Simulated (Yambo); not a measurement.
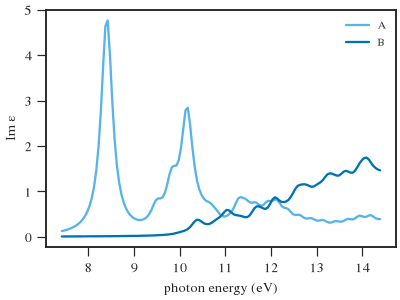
Two computed absorption spectra of KF (rock salt, space group Fm-3m, No. 225) (Yambo, PBEsol bands with the same scissor, field along x)

Problem. Which curve includes the electron-hole attraction (BSE), and where are its main peaks?

Solution. Curve A: the attraction moves weight to lower energy (centre of the plotted range 10.2 eV against 12.8 eV). Its peaks lie at 8.4 eV, 10.2 eV, 11.3 eV, 12.1 eV. Settings: 10×10×10 mesh, 3 valence and 4 conduction bands, static screening with 21 bands and a 4 Ry block, scissor 3.84 eV, Tamm-Dancoff. The scissor comes from a G0W0 run whose convergence isn't established. Broadening 0.15 eV. The band window holds all transitions up to 16.2 eV. Fine structure above the onset can come from the mesh.

Geometry relaxed with PBEsol; primitive cell a = b = c = 3.749 Å, α = β = γ = 60.00°.
